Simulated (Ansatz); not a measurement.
EuMn$_{3}$

```yaml
crystal:
  lattice:
    - [4.19926, 0.00000, 0.00000]
    - [0.00000, 4.19926, 0.00000]
    - [0.00000, 0.00000, 8.39853]
  atoms:
    - { symbol: Eu, position: [0.00000, 0.00000, 0.00000] }
    - { symbol: Mn, position: [0.00000, 0.50000, 0.25000] }
    - { symbol: Mn, position: [0.50000, 0.50000, 0.00000] }
    - { symbol: Mn, position: [0.50000, 0.00000, 0.25000] }
    - { symbol: Eu, position: [0.00000, 0.00000, 0.50000] }
    - { symbol: Mn, position: [0.00000, 0.50000, 0.75000] }
    - { symbol: Mn, position: [0.50000, 0.50000, 0.50000] }
    - { symbol: Mn, position: [0.50000, 0.00000, 0.75000] }
```

Space group Pm-3m; started from the AuCu3 prototype, which need not be the ambient phase; Hubbard U of 6 eV on Eu f only; the program warned that this state isn't the lowest known; spin-polarised.

Theory: Ansatz, DFT PBE+U, scalar-relativistic, plane waves, PAW.

The density is the valence pseudo-density of a PAW calculation; it isn't the true density close to the nuclei.

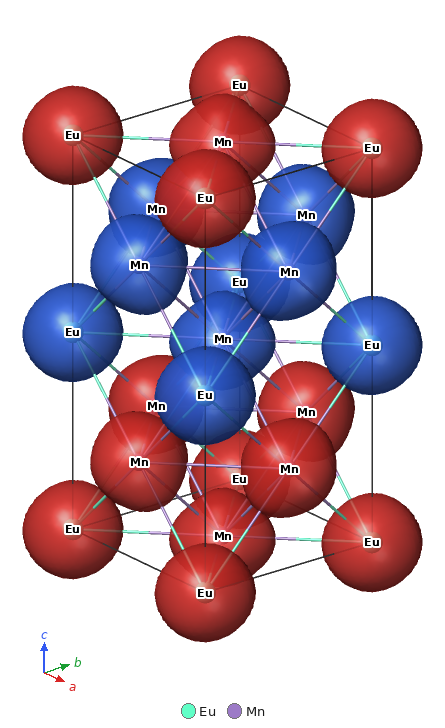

Figure 1. Isosurfaces of the magnetisation density (up minus down) at +0.15 (red) and −0.15 e/Å³ (blue), seen at an oblique angle. Sticks mark near contacts.

### Describe the spin distribution.

The spin density sits on Eu: +6.8 μB and −6.8 μB; Mn: +3.5 μB (×3) and −3.5 μB (×3) in one cell of 8 atoms: antiferromagnetic in this solution, which needn't be the ground state, with some nearest magnetic neighbours parallel and some opposed. The cell of the calculation (8 atoms) carries 0.0 μB of net spin moment.

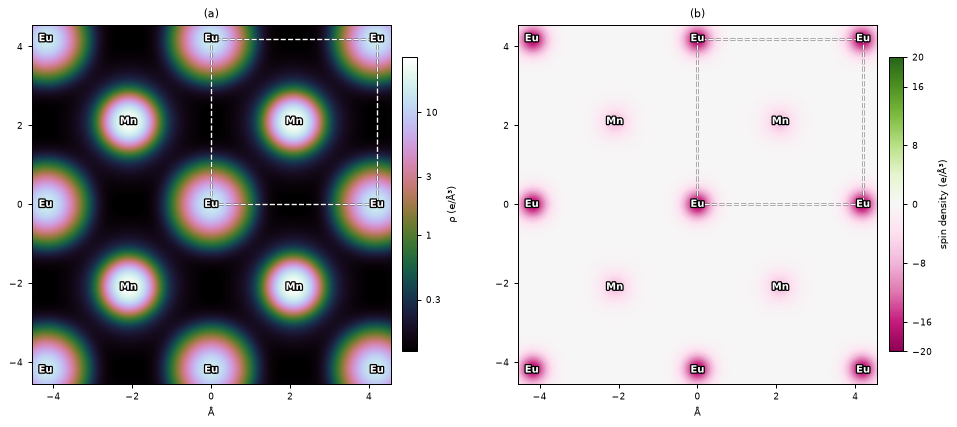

Figure 2. (a) valence electron density; (b) magnetisation density (up minus down) on the (001) plane of the cell of the magnetic structure.

### Read the bonding off the picture.

The plane passes through Eu and Mn nuclei.
Eu–Mn (2.97 Å): the density is about 0.17 e/Å³ at the midpoint.
Between the atoms the lowest density in this plane is 0.11 e/Å³.

### Metal or insulator at this level of theory?

It is metallic or semimetallic at this level of theory: no gap opens.
